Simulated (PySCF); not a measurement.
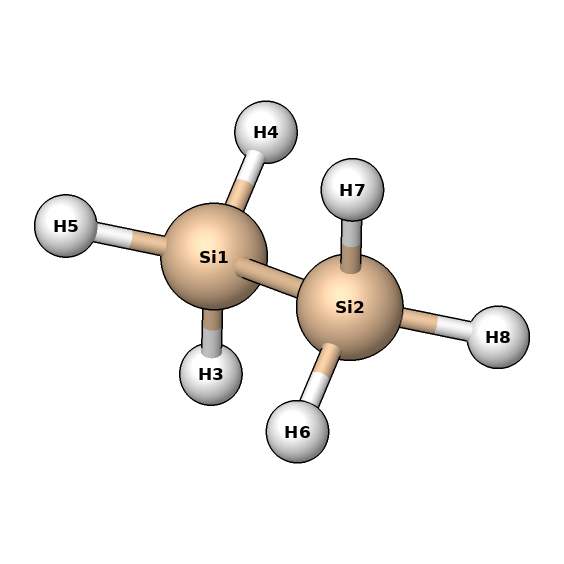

Every bond is drawn as one stick. Computed geometry: GFN2-xTB optimisation. No frequency run is at hand to confirm it as a minimum. Level of theory: PBE0/pcSseg-1 (PySCF 2.14.0).

List the Mayer bond orders of Si1–Si2, Si1–H3 (one bond of each equivalent set).

| bond | Mayer order | length (Å) |
| --- | --- | --- |
| Si1–Si2 | 0.93 | 2.305 |
| Si1–H3 | 0.93 | 1.466 |

The geometry is semi-empirical. Around Si such bond lengths and angles can be off by a tenth of an ångström or more and by several degrees, and values that hang on the shape move with them.
